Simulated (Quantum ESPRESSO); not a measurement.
Band structure of VCrB4 (P6/mmm, 6 atoms in the cell).

```xyz
6
Lattice="2.9967 0.0000 0.0000 -1.4984 2.5952 0.0000 0.0000 0.0000 5.9349" Properties=species:S:1:pos:R:3 pbc="T T T"
V      0.0000     0.0000     2.9674
Cr     0.0000     0.0000     0.0000
B      0.0000     1.7301     4.4699
B      1.4984     0.8651     1.4650
B      1.4984     0.8651     4.4699
B      0.0000     1.7301     1.4650
```

Method: LDA (PZ), GBRV 1.5 ultrasoft (LDA) pseudopotentials (plane waves; Quantum ESPRESSO 7.5).

Settings: ecutwfc = 50 Ry; ecutrho = 400 Ry; occupations = smearing; smearing = gaussian; degauss = 0.019992 Ry; potentials = {V: v_lda_v1.4.uspp.F.UPF, Cr: cr_lda_v1.5.uspp.F.UPF, B: b_lda_v1.4.uspp.F.UPF}; K_POINTS = automatic 10 10 5 0 0 0; conv_thr = 1e-10 Ry.

The starting cell comes from a database of computed structures (which also holds hypothetical and non-ambient phases and stackings), without a prior relaxation at this level. Spin polarisation is off.

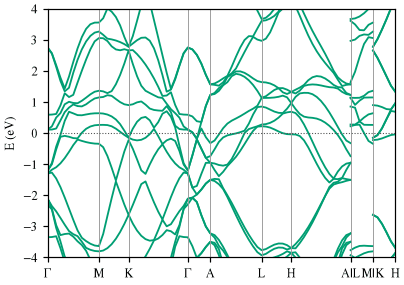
Figure. Bands along the path, energies from the Fermi level.

Levels in eV from the Fermi level, bands 17 to 24:
| point | 17 | 18 | 19 | 20 | 21 | 22 | 23 | 24 |
|---|---|---|---|---|---|---|---|---|
| Γ | -2.11 | -1.30 | -1.30 | -1.20 | -1.20 | 0.11 | 0.11 | 0.59 |
| M | -3.80 | -3.63 | -0.34 | 0.26 | 0.64 | 1.15 | 1.36 | 3.06 |
| K | -2.63 | -2.63 | -0.22 | -0.15 | -0.15 | 0.90 | 2.66 | 2.66 |
| A | -1.50 | -1.50 | -0.95 | -0.95 | -0.74 | -0.32 | 1.23 | 1.23 |
| L | -3.93 | -3.76 | 0.22 | 0.28 | 0.85 | 1.13 | 1.14 | 1.64 |
| H | -3.70 | -3.70 | -0.04 | 0.69 | 0.97 | 0.97 | 1.32 | 1.32 |

Bands cross the Fermi level along this path, so the cell is metallic at this level.
